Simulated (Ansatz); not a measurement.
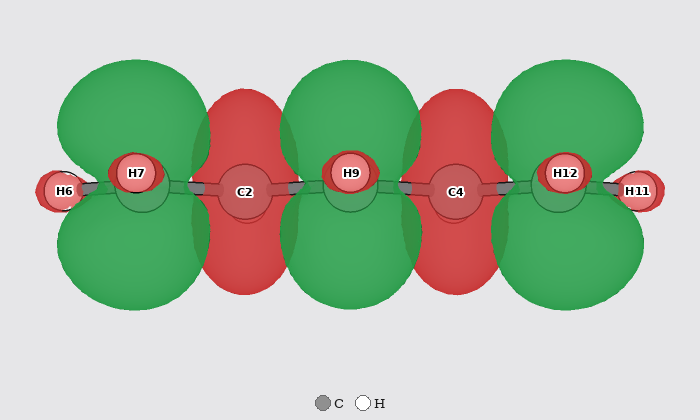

*C$_{5}$H$_{7}$ (SMILES [CH2]/C=C/C=C) (doublet). Isosurfaces of the spin density at +0.015 (green) and −0.015 e/Å³ (red), seen from one side.*

Geometry: r2SCAN-D4/def2-SVP; ⟨S²⟩ = 0.82, above the pure value of 0.75.

Method: isolated molecule in a Gaussian basis; Kohn-Sham density functional theory, functional PBE0 (Ansatz 0.2.0).

```xyz
12

C    -2.5106    0.0637    0.2603
C    -1.1511    0.2198    0.1777
C    -0.3822    1.0611    1.0146
C     1.0204    1.2074    0.9119
C     1.7843    2.0168    1.7123
H    -3.0510   -0.6025   -0.4159
H    -3.0953    0.6056    1.0106
H    -0.6056   -0.3444   -0.5913
H    -0.9057    1.6352    1.7909
H     1.5221    0.6231    0.1281
H     2.8667    2.0886    1.5847
H     1.3276    2.6170    2.5059
```

Where is the unpaired spin?

Answer. The unpaired spin (1 electron) lies mostly on C1 (about 0.3), C5 (about 0.3) and C3 (about 0.3), in electrons by Hirshfeld's partition, with opposite, polarisation-induced spin on C2 and C4.
